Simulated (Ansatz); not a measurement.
**Hypothetical zinc blende BiAs: pressure series**

Take BiAs in the zinc blende structure (space group F-43m, No. 216; a hypothetical phase, not in the database extracts checked) as the base.

```
CELL_PARAMETERS angstrom
      0.00000     3.32652     3.32652
      3.32652     0.00000     3.32652
      3.32652     3.32652     0.00000
ATOMIC_POSITIONS crystal
  As 0.75000 0.75000 0.75000
  Bi 0.00000 0.00000 0.00000
```

Cell and atoms are relaxed at each pressure.

Level of theory: DFT with r2SCAN, PAW potentials and a 500 eV plane-wave cutoff in Ansatz (a quantum-chemistry and plane-wave program), no spin-orbit coupling.

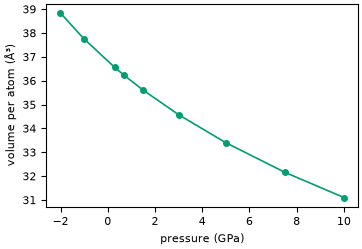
Figure. Volume against pressure

**Question.** Estimate the zero-pressure bulk modulus from the plot.

**Answer.** About 42 GPa; a third-order Birch–Murnaghan fit to the points gives V₀ = 36.81 Å³/atom, B₀ = 42 GPa and B₀′ = 4.1.

Load acts through the strain it causes; cell and atoms are relaxed under it. No phonon test of stability was made. Competing high-pressure phases were not computed. All final runs are without spin polarisation.
